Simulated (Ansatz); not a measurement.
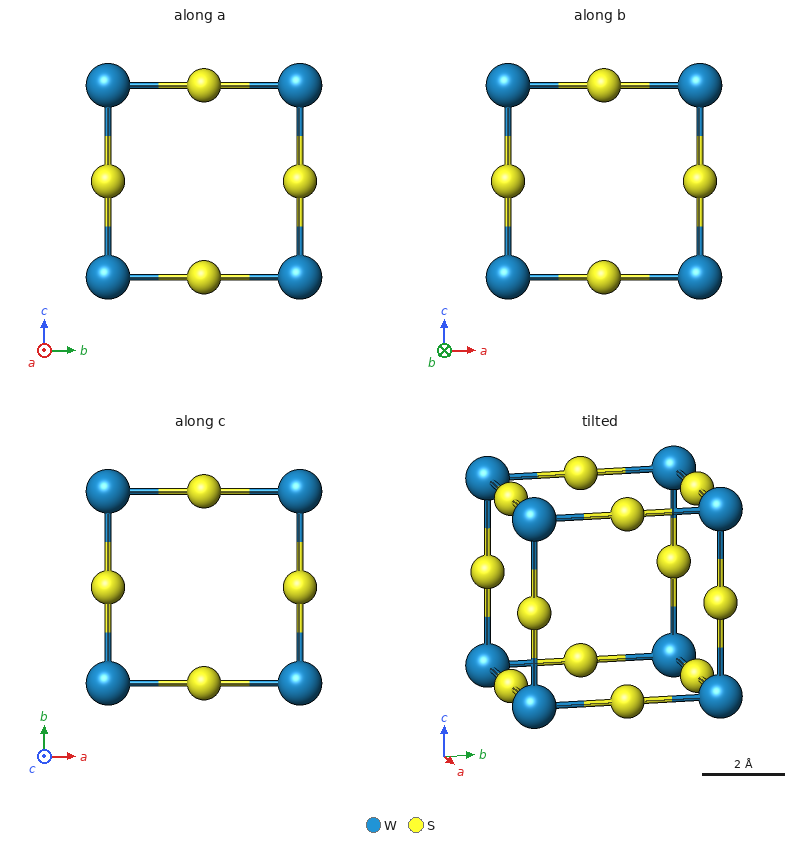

View along the a axis, along the b axis, along the c axis and slightly off an axis, drawn as a ball-and-stick model. The frame is the conventional unit cell; atoms at its boundary are shown with their periodic copies.

Lattice parameters: a = 4.6860 Å, b = 4.6860 Å, c = 4.6860 Å, α = 90.000°, β = 90.000°, γ = 90.000°.

Question: Give the atomic positions as a CIF with its space group and independent sites.

Answer:
```cif
data_structure
_symmetry_space_group_name_H-M 'P m -3 m'
_symmetry_Int_Tables_number 221
_cell_length_a 4.6860
_cell_length_b 4.6860
_cell_length_c 4.6860
_cell_angle_alpha 90.000
_cell_angle_beta 90.000
_cell_angle_gamma 90.000
_cell_volume 102.90
loop_
_atom_site_label
_atom_site_type_symbol
_atom_site_symmetry_multiplicity
_atom_site_Wyckoff_symbol
_atom_site_fract_x
_atom_site_fract_y
_atom_site_fract_z
_atom_site_occupancy
W1 W 1 a 0.0000 0.0000 0.0000 1
S1 S 3 d 0.0000 0.0000 0.5000 1
```

Starting structure: a structure type filled with these elements by a generator (whether the compound takes this form wasn't checked). What is shown is the relaxed result from DFT PBE, scalar-relativistic, plane waves, PAW in Ansatz 0.2.0.
